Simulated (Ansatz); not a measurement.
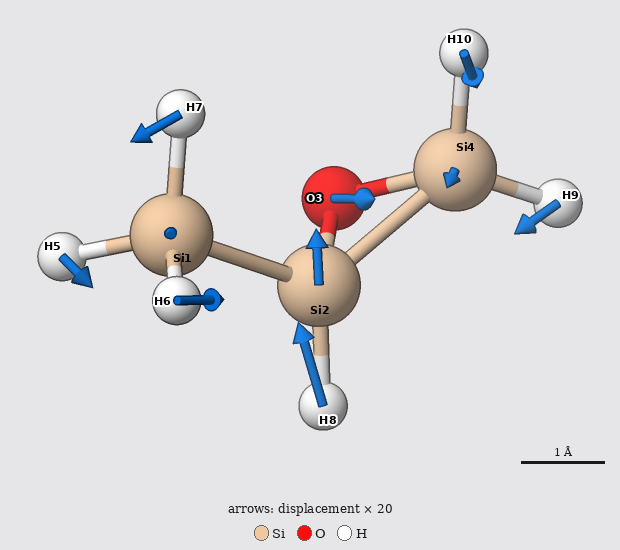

This is a relaxation of Si$_{3}$H$_{6}$O. The starting structure is drawn; blue arrows show the displacements, 20 times their true length. The two geometries are superimposed by the best rigid fit.

Style: ball-and-stick. Shown from a free direction.

The start comes from PBE-D4/def2-SVP.

Theory: RKS PBE0-D4/def2-TZVP (Ansatz).

Input file:
```yaml
crystal:
  periodic: [false, false, false]
  atoms:
    - {symbol: Si, position_ang: [-1.400574, 0.929005, -0.986091]}
    - {symbol: Si, position_ang: [-0.358755, -0.614437, 0.437797]}
    - {symbol: O, position_ang: [1.052524, -1.372244, -0.279818]}
    - {symbol: Si, position_ang: [1.792639, -0.480671, 1.010528]}
    - {symbol: H, position_ang: [-2.068847, 0.238348, -2.147897]}
    - {symbol: H, position_ang: [-2.443017, 1.700039, -0.216084]}
    - {symbol: H, position_ang: [-0.362458, 1.885407, -1.510535]}
    - {symbol: H, position_ang: [-1.291962, -1.606635, 1.083919]}
    - {symbol: H, position_ang: [2.444236, -1.341558, 2.055297]}
    - {symbol: H, position_ang: [2.719213, 0.611646, 0.555783]}
basis:
  gaussian: {orbitals: def2-TZVP}
hamiltonian: {xc: pbe0, dispersion: d4}
relax: {f_tol: 0.005, max_steps: 150}
```

What happened in the run?

Answer. H8 moves most after the best rigid fit: 0.054 Å. By element the largest moves are H 0.054 Å, O 0.044 Å, Si 0.035 Å. Near-neighbour distances that change, for instance: Si2–O3 1.755 → 1.707 Å, O3–Si4 1.734 → 1.691 Å, Si2–Si4 2.230 → 2.197 Å, Si1–H5 1.508 → 1.488 Å. Over 6 geometry steps the energy falls by 1.71 kcal/mol. Largest force component: 1.1 eV/Å at the start, 0.0026 eV/Å at the end.
